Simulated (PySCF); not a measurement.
Vertical excitations of a molecule C4F6 from TDA-PBE0/def2-SVPD (PySCF), as energy in eV (oscillator strength): 7.13 (0.000), 7.31 (0.028), 8.23 (0.005), 8.33 (0.352), 9.21 (0.017), 9.32 (0.000). Lowest triplet (TDA): 4.72 eV. Geometry: PBE0-D3(BJ)/def2-SVP. The values are those of a single conformer.

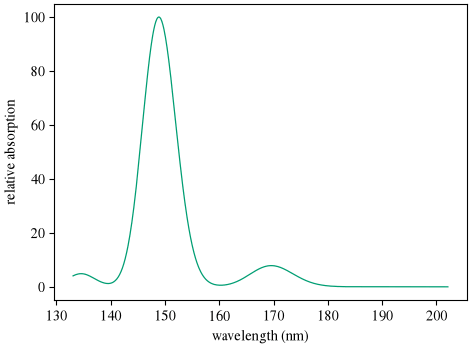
Figure: The lines broadened by 0.4 eV.

Identify the compound among the candidates.
A) FC1=C(F)C(F)(F)C1(F)F
B) FC(F)(F)C#CC(F)(F)F
C) FC(F)=C(F)C(F)=C(F)F

A, FC1=C(F)C(F)(F)C1(F)F
